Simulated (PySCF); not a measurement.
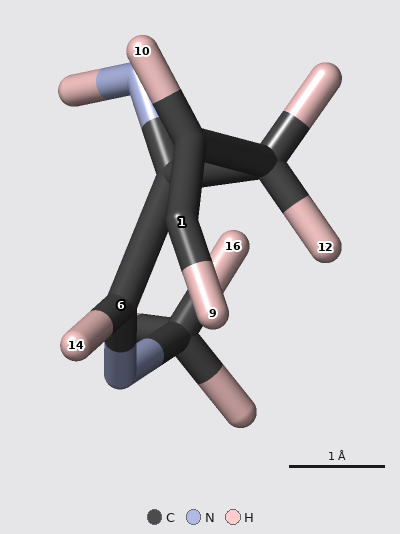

The structure (stick view, seen at an oblique angle; atoms are numbered from 1 in the order of the input).

EPR calculation, with input and output: C₆H₉N₂

- system: C₆H₉N₂, multiplicity 2
- method: UKS B3LYP, pcH-1 on C H N, non-relativistic, mean-field spin-orbit, GIAO (PySCF 2.14.0)

It belongs to a series of runs on one base structure; here: H removed from sp2 C.

What the program printed
```
UKS, coarse grid
  cycle   1  E = -343.35687096  |g| = 3.85e-01
  cycle   2  E = -343.25314012  |g| = 6.38e-01
  cycle   3  E = -343.42278980  |g| = 1.28e-01
  cycle   4  E = -343.43003934  |g| = 4.03e-02
  cycle   5  E = -343.43076063  |g| = 1.72e-02
  cycle   6  E = -343.43091158  |g| = 6.38e-03
  cycle   7  E = -343.43094668  |g| = 2.03e-03
  cycle   8  E = -343.43095606  |g| = 1.68e-03
  cycle   9  E = -343.43095913  |g| = 8.68e-04
UKS, final grid
  cycle   1  E = -343.43092532  |g| = 1.53e-03
  cycle   2  E = -343.43092228  |g| = 3.15e-03
  cycle   3  E = -343.43092658  |g| = 1.64e-04
  cycle   4  E = -343.43092665  |g| = 1.61e-04
  cycle   5  E = -343.43092669  |g| = 7.13e-05
  cycle   6  E = -343.43092670  |g| = 1.20e-05
E = -343.43092670 Eh   <S^2> = 0.7588 (exact 0.7500)
g shifts (ppm)      1          2          3
  rmc          -148       -148       -148
  gc             35          3        -45
  oz_so        -468         15        587
  total        -582       -130        394
hyperfine (MHz)  atom isotope    a_iso     a_fc   dipolar eigenvalues
    0   13C     290.89     290.89    -81.98    -60.79    142.77
    1   13C     -15.40     -15.40    -18.21      2.15     16.06
    2   13C      80.89      80.89     -9.11     -8.29     17.40
    3   13C      -5.37      -5.37     -1.35      0.35      1.00
    4   14N       2.57       2.57     -1.04     -0.77      1.81
    5   13C       0.80       0.80     -0.37     -0.24      0.60
    6   14N      -0.07      -0.07     -0.09     -0.01      0.10
    7   13C      -0.14      -0.14     -0.09     -0.08      0.17
    8    1H      26.56      26.56    -33.01     -6.28     39.29
    9    1H     114.89     114.89     -6.21     -5.16     11.37
   10    1H      -5.56      -5.56     -4.44     -1.41      5.85
   11    1H      -6.29      -6.29     -6.48     -1.41      7.89
   12    1H       0.26       0.26     -1.52     -0.51      2.03
   13    1H      -0.38      -0.38     -1.95     -1.69      3.64
   14    1H      -0.08      -0.08     -0.29     -0.25      0.54
   15    1H       0.03       0.03     -0.47     -0.34      0.81
   16    1H      -0.07      -0.07     -0.26     -0.24      0.50
```

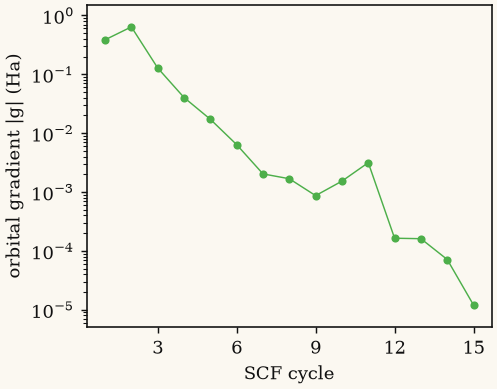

Convergence of the self-consistent field: orbital gradient |g| against the SCF cycle. All cycles printed in the log are drawn one after another.

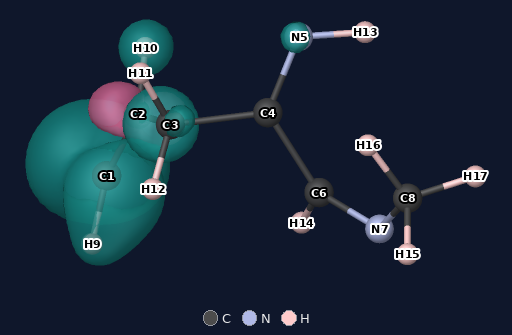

Isosurfaces of the spin density (α minus β) at +0.03 (teal) and −0.03 e/Å³ (pink), seen at a tilt. The unpaired spin (1 electron) lies mostly on C1 (about 0.8), in electrons by Hirshfeld's partition.

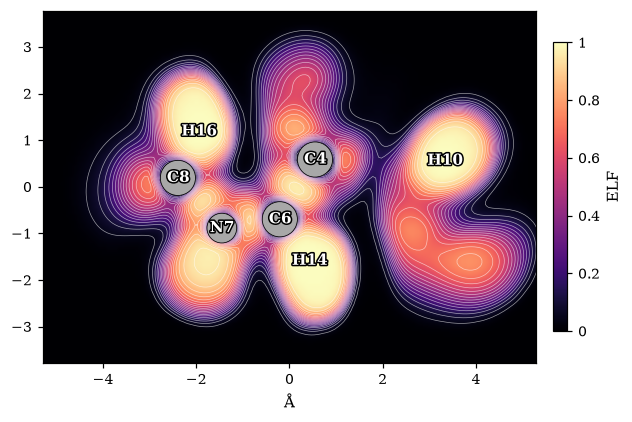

Electron localisation function on the plane of atoms N7, C6 and H14. Grey discs, where drawn, cover atomic cores. C–N (1.26 Å): the ELF peaks at about 0.90 between the atoms (a double or triple bond). C–C (1.49 Å): the ELF peaks at about 0.95 between the atoms (localised, shared-pair bonding).

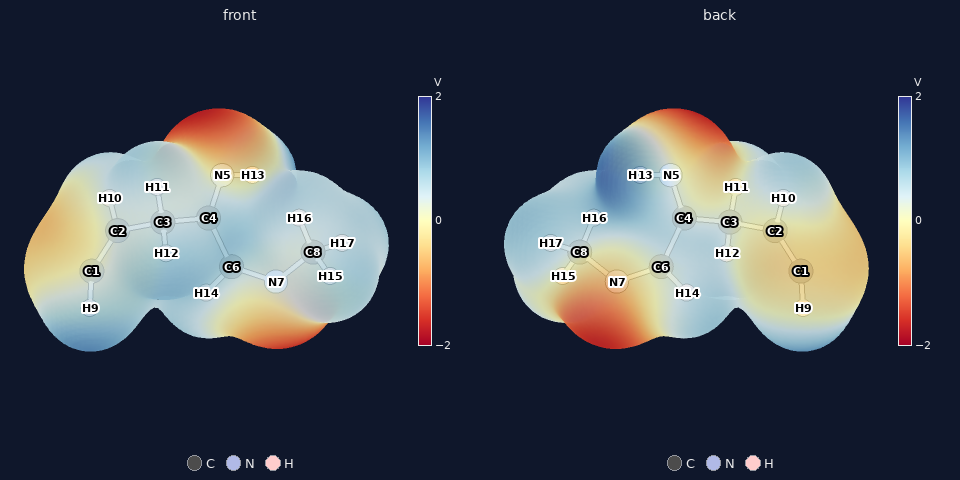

The molecular electrostatic potential painted on the density surface at 0.002 e/bohr³, seen face on and from behind; red is negative and blue positive. A positive charge is drawn to the negative regions and a negative charge to the positive ones.

The run was set up as follows.

The input
```
{"job": {"kind": "epr", "basis": "pcH-1"}, "charge": 0, "multiplicity": 2}
C     -3.190465     0.560663    -0.571208
C     -2.452287     0.191107     0.412953
C     -1.265085    -0.783818     0.327711
C     -0.016141     0.002331     0.581086
N      0.419352     0.087687     1.765937
C      0.543561     0.695260    -0.610482
N      1.700469     0.624640    -1.100111
C      2.709363    -0.240687    -0.568967
H     -3.310868     0.421739    -1.618812
H     -2.605146     0.560621     1.419342
H     -1.387563    -1.534615     1.108314
H     -1.241708    -1.251025    -0.656797
H      1.245127     0.672056     1.882916
H     -0.154302     1.361390    -1.113752
H      3.109408    -0.822438    -1.400721
H      2.369804    -0.918456     0.222783
H      3.519484     0.385577    -0.190916
```

The first line tells a small driver script what to run in PySCF; the rest is the geometry in Å.

Launch command:
```bash
OMP_NUM_THREADS=1 python <driver script> task.json out
```

Key numbers

- outcome: converged
- total energy: −343.430927 hartree
- ⟨S²⟩: 0.759
- isotropic g: 2.0022
- hardware: 1 CPU thread, shared host
- wall time: 81 s
- peak memory: 1 GiB
